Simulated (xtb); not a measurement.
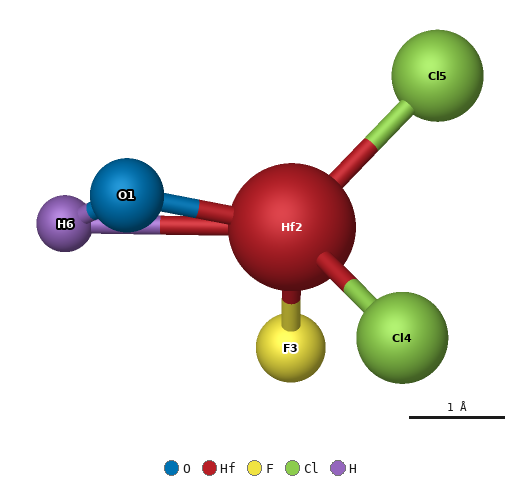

Fig. 1: The input geometry (ball-and-stick view, seen at a tilt; atoms are numbered from 1 in the order of the input). Sticks mark near contacts. Bond lengths as drawn: Cl–Hf 2.27 to 2.32 Å, F–Hf 1.86 Å, Hf–O 1.81 Å, H–Hf 2.40 Å and H–O 0.91 Å.

HfHCl$_{2}$OF: property calculation

- system: HfHCl$_{2}$OF
- method: GFN2-xTB (xtb 6.7.1)

## Input file (mol.coord)
```
$coord
     -2.021492947844      2.303903068538     -0.086719531859  o
      0.424642247191     -0.072754455798      0.244814019445  hf
     -0.170702740290     -2.455387294141     -2.282896872937  f
      0.103008971053     -2.629017220197      3.676448947377  cl
      4.730840535873      0.721185629572      0.041744050093  cl
     -3.004766583366      2.325644367602     -1.496237902326  h
$end
```

Hardware: 1 thread of Intel Xeon (Granite Rapids), 16 GiB of memory available, shared host.

Launch command:
```bash
xtb --norestart --ceh -c 0 -- mol.coord | tee run.log
```

## The program's output
```
* xtb version 6.7.1
   ID    Z sym.   atoms
    1    8 o      1
    2   72 hf     2
    3    9 f      3
    4   17 cl     4, 5
    5    1 h      6

           -------------------------------------------------
          |                Calculation Setup                |
           -------------------------------------------------

          program call               : xtb --norestart --ceh -c 0 -- mol.coord
          coordinate file            : mol.coord
          omp threads                :                     1

------------------------------------
 Calculation of CEH charges
 CEH charges written to ceh.charges
------------------------------------

           -------------------------------------------------
          |                 G F N 2 - x T B                 |
           -------------------------------------------------

      * Hamiltonian:
        H0-scaling (s, p, d)           1.850000    2.230000    2.230000
        zeta-weighting                 0.500000
      * Dispersion:
        s8                             2.700000
        a1                             0.520000
        a2                             5.000000
        s9                             5.000000
      * Repulsion:
        kExp                           1.500000    1.000000
        rExp                           1.000000
      * Coulomb:
        alpha                          2.000000
        third order                    shell-resolved
        anisotropic                    true
        a3                             3.000000
        a5                             4.000000
        cn-shift                       1.200000
        cn-exp                         4.000000
        max-rad                        5.000000

          ...................................................
          :                      SETUP                      :
          :.................................................:
          :  # basis functions                  39          :
          :  # atomic orbitals                  36          :
          :  # shells                           14          :
          :  # electrons                        32          :
          :  max. iterations                   250          :
          :  Hamiltonian                  GFN2-xTB          :
          :  restarted?                      false          :
          :  GBSA solvation                  false          :
          :  PC potential                    false          :
          :  electronic temp.          300.0000000     K    :
          :  accuracy                    1.0000000          :
          :  -> integral cutoff          0.2500000E+02      :
          :  -> integral neglect         0.1000000E-07      :
          :  -> SCF convergence          0.1000000E-05 Eh   :
          :  -> wf. convergence          0.1000000E-03 e    :
          :  Broyden damping             0.4000000          :
          :  net charge                          0          :
          :  unpaired electrons                  0          :
          ...................................................

 iter      E             dE          RMSdq      gap      omega  full diag
   1     -9.9862377 -0.998624E+01  0.338E+01    0.07       0.0  T
   2    -17.1391465 -0.715291E+01  0.235E+01   11.56       1.0  T
   3    -18.7863616 -0.164722E+01  0.160E+01    8.29       1.0  T
   4    -19.6891820 -0.902820E+00  0.114E+01    4.77       1.0  T
   5    -19.5412126  0.147969E+00  0.109E+01    5.62       1.0  T
   6    -20.1600035 -0.618791E+00  0.272E+00    3.06       1.0  T
   7    -20.1595781  0.425400E-03  0.271E+00    3.07       1.0  T
   8    -20.0228017  0.136776E+00  0.355E+00    2.26       1.0  T
   9    -20.1196738 -0.968720E-01  0.207E+00    2.63       1.0  T
  10    -20.1393132 -0.196394E-01  0.151E+00    2.79       1.0  T
  11    -20.1593496 -0.200364E-01  0.108E+00    3.72       1.0  T
  12    -20.1620572 -0.270763E-02  0.841E-01    3.68       1.0  T
  13    -20.1673628 -0.530554E-02  0.186E-01    3.50       1.0  T
  14    -20.1665946  0.768176E-03  0.464E-01    3.40       1.0  T
  15    -20.1669366 -0.341963E-03  0.362E-01    3.42       1.0  T
  16    -20.1674897 -0.553173E-03  0.144E-01    3.45       1.0  T
  17    -20.1675758 -0.860591E-04  0.206E-02    3.47       2.0  T
  18    -20.1675691  0.669096E-05  0.332E-02    3.47       1.2  T
  19    -20.1675754 -0.633399E-05  0.104E-02    3.47       3.9  T
  20    -20.1675762 -0.781162E-06  0.409E-03    3.47      10.0  T
  21    -20.1675762 -0.940644E-08  0.374E-03    3.47      10.9  T
  22    -20.1675762 -0.134794E-08  0.225E-03    3.47      18.1  T
  23    -20.1675763 -0.209866E-07  0.554E-04    3.47      73.7  T
  24    -20.1675763 -0.696947E-09  0.474E-04    3.47      86.1  T

   *** convergence criteria satisfied after 24 iterations ***

         #    Occupation            Energy/Eh            Energy/eV
      -------------------------------------------------------------
         1        2.0000           -1.1024600             -29.9995
       ...           ...                  ...                  ...
        10        2.0000           -0.5019487             -13.6587
        11        2.0000           -0.4872142             -13.2578
        12        2.0000           -0.4665882             -12.6965
        13        2.0000           -0.4621867             -12.5767
        14        2.0000           -0.4610647             -12.5462
        15        2.0000           -0.4517009             -12.2914
        16        2.0000           -0.4508838             -12.2692 (HOMO)
        17                         -0.3234617              -8.8018 (LUMO)
        18                         -0.3208692              -8.7313
        19                         -0.3001481              -8.1674
        20                         -0.2990257              -8.1369
        21                         -0.2801334              -7.6228
       ...                                ...                  ...
        36                          0.6549571              17.8223
      -------------------------------------------------------------
                  HL-Gap            0.1274221 Eh            3.4673 eV
             Fermi-level           -0.3871728 Eh          -10.5355 eV

 SCC (total)                   0 d,  0 h,  0 min,  0.006 sec
 SCC setup                      ...        0 min,  0.000 sec (  0.694%)
 Dispersion                     ...        0 min,  0.000 sec (  0.200%)
 classical contributions        ...        0 min,  0.000 sec (  0.105%)
 integral evaluation            ...        0 min,  0.001 sec ( 12.900%)
 iterations                     ...        0 min,  0.004 sec ( 63.990%)
 molecular gradient             ...        0 min,  0.001 sec ( 21.290%)
 printout                       ...        0 min,  0.000 sec (  0.732%)

         :::::::::::::::::::::::::::::::::::::::::::::::::::::
         ::                     SUMMARY                     ::
         :::::::::::::::::::::::::::::::::::::::::::::::::::::
         :: total energy             -20.113382691881 Eh    ::
         :: gradient norm              0.083538919773 Eh/a0 ::
         :: HOMO-LUMO gap              3.467331776317 eV    ::
         ::.................................................::
         :: SCC energy               -20.167571991287 Eh    ::
         :: -> isotropic ES            0.046490433235 Eh    ::
         :: -> anisotropic ES         -0.001849251028 Eh    ::
         :: -> anisotropic XC         -0.003671669593 Eh    ::
         :: -> dispersion             -0.003775672703 Eh    ::
         :: repulsion energy           0.054189299406 Eh    ::
         :: add. restraining           0.000000000000 Eh    ::
         :: total charge              -0.000000000000 e     ::
         :::::::::::::::::::::::::::::::::::::::::::::::::::::

           -------------------------------------------------
          |                Property Printout                |
           -------------------------------------------------

    * Orbital Energies and Occupations

         #    Occupation            Energy/Eh            Energy/eV
      -------------------------------------------------------------
         1        2.0000           -1.1024600             -29.9995
       ...           ...                  ...                  ...
         4        2.0000           -0.7711451             -20.9839
         5        2.0000           -0.6279970             -17.0887
         6        2.0000           -0.5595705             -15.2267
         7        2.0000           -0.5294721             -14.4077
         8        2.0000           -0.5275784             -14.3561
         9        2.0000           -0.5104891             -13.8911
        10        2.0000           -0.5019487             -13.6587
        11        2.0000           -0.4872142             -13.2578
        12        2.0000           -0.4665882             -12.6965
        13        2.0000           -0.4621867             -12.5767
        14        2.0000           -0.4610647             -12.5462
        15        2.0000           -0.4517009             -12.2914
        16        2.0000           -0.4508838             -12.2692 (HOMO)
        17                         -0.3234617              -8.8018 (LUMO)
        18                         -0.3208692              -8.7313
        19                         -0.3001481              -8.1674
        20                         -0.2990257              -8.1369
        21                         -0.2801334              -7.6228
        22                         -0.0579304              -1.5764
        23                          0.0135855               0.3697
        24                          0.0142896               0.3888
        25                          0.0143958               0.3917
        26                          0.0163567               0.4451
        27                          0.0174450               0.4747
       ...                                ...                  ...
        36                          0.6549571              17.8223
      -------------------------------------------------------------
                  HL-Gap            0.1274221 Eh            3.4673 eV
             Fermi-level           -0.3871728 Eh          -10.5355 eV

     #   Z          covCN         q      C6AA      α(0)
     1   8 o        1.507    -0.585    24.946     6.736
     2  72 hf       3.008     1.145   130.691    24.610
     3   9 f        0.638    -0.389    13.413     4.322
     4  17 cl       0.731    -0.245   106.648    15.796
     5  17 cl       0.730    -0.279   107.776    15.879
     6   1 h        1.020     0.354     0.567     1.176

 Mol. C6AA /au·bohr⁶  :       1671.382614
 Mol. C8AA /au·bohr⁸  :     109408.118371
 Mol. α(0) /au        :         68.519119

Wiberg/Mayer (AO) data.
largest (>0.10) Wiberg bond orders for each atom

 ---------------------------------------------------------------------------
     #   Z sym  total        # sym  WBO       # sym  WBO       # sym  WBO
 ---------------------------------------------------------------------------
     1   8 o    2.083 --     2 hf   1.018     6 h    0.830
     2  72 hf   3.931 --     4 cl   1.036     1 o    1.018     5 cl   0.985
                             3 f    0.853
     3   9 f    1.050 --     2 hf   0.853
     4  17 cl   1.286 --     2 hf   1.036
     5  17 cl   1.230 --     2 hf   0.985
     6   1 h    0.875 --     1 o    0.830
 ---------------------------------------------------------------------------

Topologies differ in total number of bonds
Writing topology from bond orders to xtbtopo.mol

molecular dipole:
                 x           y           z       tot (Debye)
 q only:       -0.673       0.788      -0.223
   full:       -0.925       0.979      -0.624       3.772
molecular quadrupole (traceless):
                xx          xy          yy          xz          yz          zz
 q only:       -0.328      -1.245      -0.502       1.961      -1.430       0.830
  q+dip:       -0.689      -2.143       0.154       2.497      -0.395       0.535
   full:       -0.980      -2.093      -0.045       2.730      -0.269       1.025

           -------------------------------------------------
          | TOTAL ENERGY              -20.113382691881 Eh   |
          | GRADIENT NORM               0.083538919773 Eh/α |
          | HOMO-LUMO GAP               3.467331776317 eV   |
           -------------------------------------------------

------------------------------------------------------------------------
------------------------------------------------------------------------
 total:
 *  cpu-time:     0 d,  0 h,  0 min,  0.014 sec
 * ratio c/w:     1.000 speedup
 SCF:
 *  cpu-time:     0 d,  0 h,  0 min,  0.006 sec
 * ratio c/w:     1.000 speedup
```

## Standard error
```
normal termination of xtb
```

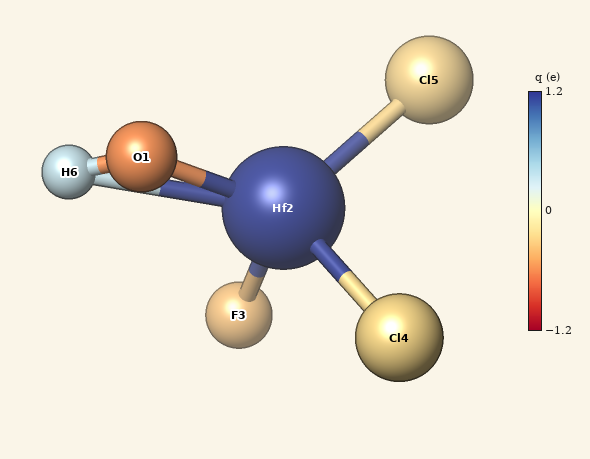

Fig. 2: Mulliken charges, as the colour of each atom (ball-and-stick view, seen at a tilt; atoms are numbered from 1 in the order of the input). By element: O −0.59, Hf +1.15, F −0.39, Cl −0.28 to −0.25 and H +0.35 e.

## Summary

| quantity | value |
| --- | --- |
| outcome | converged |
| electrons treated | 32 |
| total energy | −20.113383 hartree |
| dispersion energy | −0.003776 hartree |
| basis functions | 39 |
| HOMO | −12.27 eV |
| LUMO | −8.80 eV |
| dipole moment | 3.77 D |
| peak memory | 0.079 GiB |
